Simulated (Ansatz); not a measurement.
## Electronic structure of H₂O₂PSi (doublet) in real space

```xyz
6

O     1.7470   -0.4722   -0.3839
O     1.3576    1.6486    0.9515
P     1.3394    3.0499    1.8467
Si    2.6100    0.5547    0.5908
H     0.8158   -0.2500   -0.5232
H    -0.0795    3.2584    1.7517
```

Geometry: PBE0-D3(BJ)/def2-SVP.

These are results of isolated molecule in a Gaussian basis; Kohn-Sham density functional theory, functional PBE0 in Ansatz, not measurements.

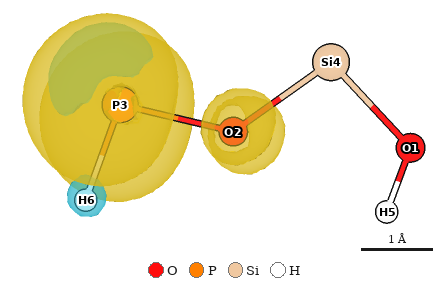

Figure 1. Isosurfaces of the spin density (α minus β) at +0.02 (yellow) and −0.02 e/Å³ (cyan), seen across its widest extent.

Question: Describe the spin distribution.

Answer: The unpaired spin (1 electron) lies mostly on P3 (about 0.8) and O2 (about 0.1), in electrons by Hirshfeld's partition.

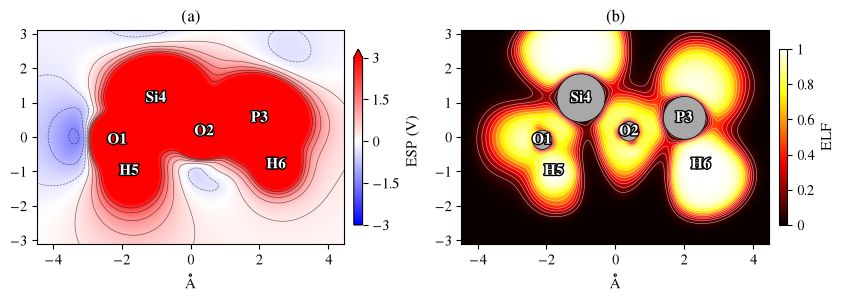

Figure 2. (a) electrostatic potential; (b) electron localisation function on the molecular plane. Grey discs cover the atomic cores in the ELF map.

Question: Interpret the plot.

Answer: The plane passes through O, P, Si and H nuclei.
Si–O (1.66 Å): the ELF peaks at about 0.85 between the atoms; a polar covalent bond.
P–O (1.66 Å): the ELF peaks at about 0.85 between the atoms; a polar covalent bond.
O–H (0.97 Å): the ELF climbs to about 1 towards the hydrogen, as it does in any bond to H: a covalent bond by its length.
Si–O (1.70 Å): the ELF peaks at about 0.85 between the atoms, as expected for a polar covalent bond.
P–H (1.44 Å): the ELF climbs to about 1 towards the hydrogen.
The ELF also peaks beside O2, O1, P3 and Si4, away from the bonds: non-bonding electrons, paired or unpaired.
Outside the dense part of the molecule the potential is most negative (−1.4 V) near O1.

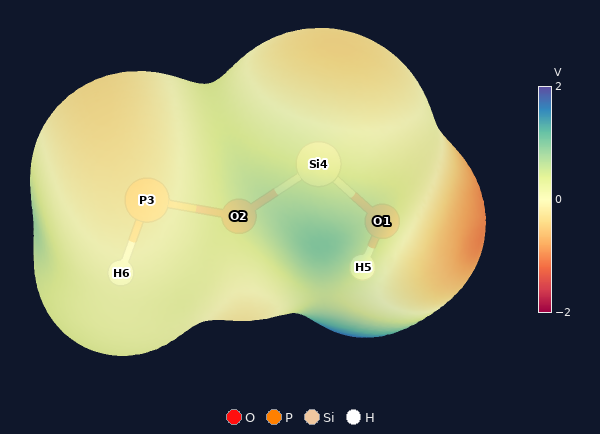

Figure 3. The molecular electrostatic potential painted on the density surface at 0.001 e/bohr³, seen at a tilt; red is negative and blue positive.

Question: Describe the electrostatic potential map.

Answer: The most negative region (about −1.0 V) lies over O1, the most positive (about +1.9 V) over H5.
